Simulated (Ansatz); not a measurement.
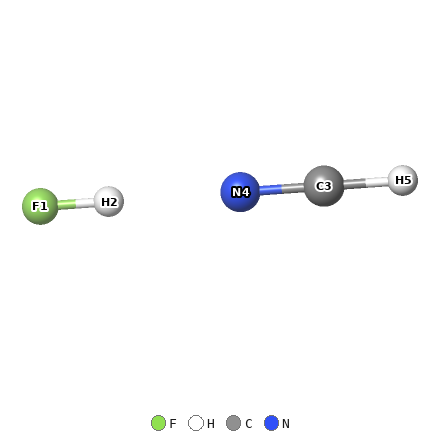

The system is the pair FH···CHN; the picture shows the reference structure. 
- The turn is about an axis along (0.31, −0.95, 0.05) in the frame of the relaxed pair, normal to the line between the partners.
- Coordinates scanned: (1) distance N4···H2; (2) turn of F1, H2 about its own atom H2.
- Grid: 13 × 12 points; 115 points were computed and 10 follow by symmetry. At 31 points there is no value (left out of the scan, as a rule where atoms come close).
- Points are written as (first, second).
- Energies are in kJ/mol, from the two partners far apart, frozen as in the relaxed pair, each in its own basis (no counterpoise correction).
- Computed with Ansatz, RKS wB97X-V/def2-SVPD.

Its coordinates:

```yaml
atoms:
  - { symbol: F, position_ang: [0.0921, -0.1021, -2.5079] }
  - { symbol: H, position_ang: [0.0579, -0.0639, -1.5719] }
  - { symbol: C, position_ang: [-0.0509, 0.0563, 1.3829] }
  - { symbol: N, position_ang: [-0.0086, 0.0096, 0.2354] }
  - { symbol: H, position_ang: [-0.0905, 0.1001, 2.4614] }
```

Range: distance N4···H2 from 1.520 to 2.920 Å; turn of F1, H2 about its own atom H2 from −180 to 150°.

Q: What landscape does the calculation give?

A: The lowest grid point is at (1.821 Å, 0°), −39 kJ/mol from the two partners far apart, frozen as in the relaxed pair, each in its own basis (no counterpoise correction). It is the only kind of minimum in the scanned range. The highest grid point, (1.721 Å, −120°), lies 619 kJ/mol above the lowest. At the highest point the unbonded atoms F1···N4 come to 1.49 Å, against 2.76 Å at the lowest; the sum of their van der Waals radii is about 3.1 Å.

| second ↓, first → | 1.520 | 1.564 | 1.634 | 1.721 | 1.821 | 1.931 | 2.051 | 2.179 | 2.314 | 2.456 | 2.605 | 2.760 | 2.920 |
| --- | --- | --- | --- | --- | --- | --- | --- | --- | --- | --- | --- | --- | --- |
| 150 | – | – | – | – | – | – | – | – | 491 | 311 | 188 | 110 | 63 |
| 120 | – | – | – | 580 | 456 | 340 | 240 | 162 | 105 | 66 | 40 | 23 | 13 |
| 90 | 229 | 199 | 158 | 117 | 81 | 52 | 31 | 16 | 6 | 0 | −3 | −5 | −5 |
| 60 | 42 | 31 | 17 | 4 | −6 | −12 | −16 | −18 | −18 | −17 | −15 | −14 | −12 |
| 30 | −13 | −19 | −25 | −29 | −32 | −32 | −31 | −29 | −26 | −24 | −21 | −18 | −15 |
| 0 | −27 | −31 | −35 | −38 | −39 | −38 | −35 | −33 | −29 | −26 | −23 | −20 | −17 |
| −30 | −13 | −19 | −25 | −29 | −32 | −32 | −31 | −29 | −26 | −24 | −21 | −18 | −15 |
| −60 | 42 | 31 | 17 | 4 | −6 | −12 | −16 | −18 | −18 | −17 | −15 | −14 | −12 |
| −90 | 229 | 200 | 159 | 117 | 81 | 53 | 31 | 16 | 6 | 0 | −3 | −5 | −5 |
| −120 | – | – | – | 580 | 456 | 340 | 240 | 162 | 105 | 66 | 40 | 23 | 13 |
| −150 | – | – | – | – | – | – | – | – | 491 | 311 | 188 | 110 | 63 |
| −180 | – | – | – | – | – | – | – | – | – | 544 | 326 | 187 | 104 |

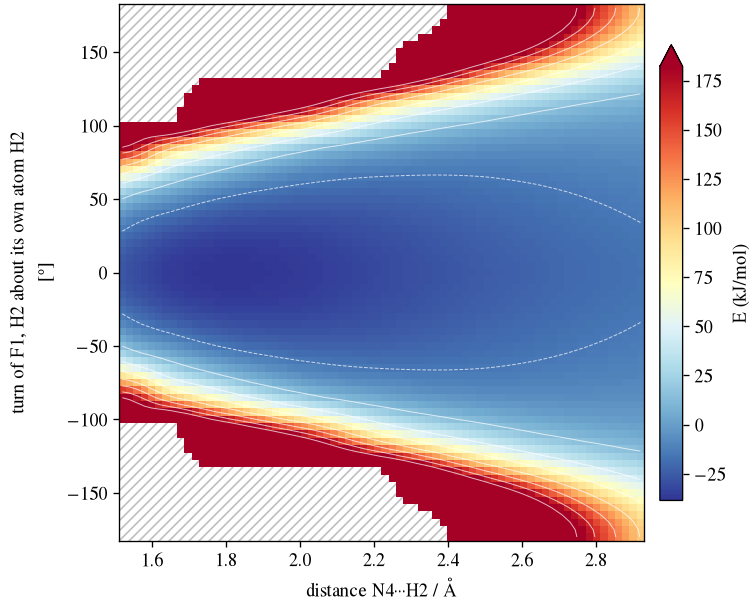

Drawn: a smooth colour map with a few white contour lines, one colour for all values above the top of the scale, hatched blanks where no value was computed. Between grid points the surface is interpolated.

The whole map (115 points run) took 7.2 min on 1 thread of Intel(R) Xeon(R) Platinum 8375C CPU @ 2.90GHz (Ice Lake), with other jobs on the host.
